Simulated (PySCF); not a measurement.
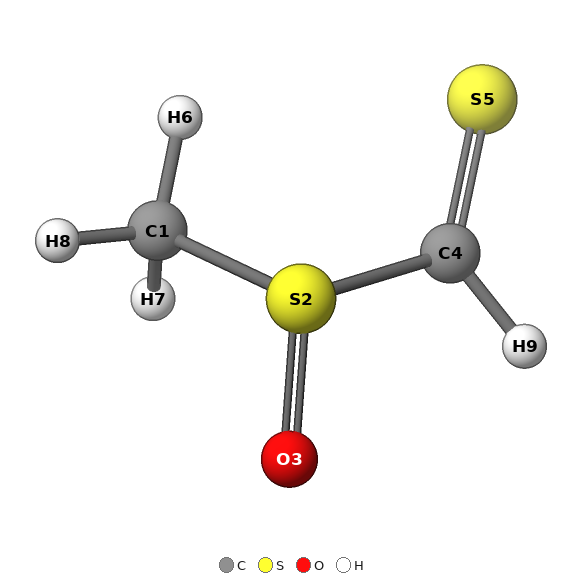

The geometry was computed by an optimisation with PBE0-D3(BJ)/def2-SVP. No frequency run is at hand to confirm it as a minimum. Level of theory: delta-SCF UKS SCAN, pcX-2 on the ionised atom, pcseg-1 elsewhere, spin-free X2C (PySCF 2.14.0).

Give the core-electron binding energies (to vacuum; p and d levels without spin–orbit splitting) of C1 1s, S2 1s, S2 2p, O3 1s, C4 1s, S5 1s, S5 2p.

```tsv
atom	level	binding energy (eV)
C1	1s	291.6
S2	1s	2480.4
S2	2p	172.6
O3	1s	536.9
C4	1s	292.4
S5	1s	2477.1
S5	2p	169.8
```
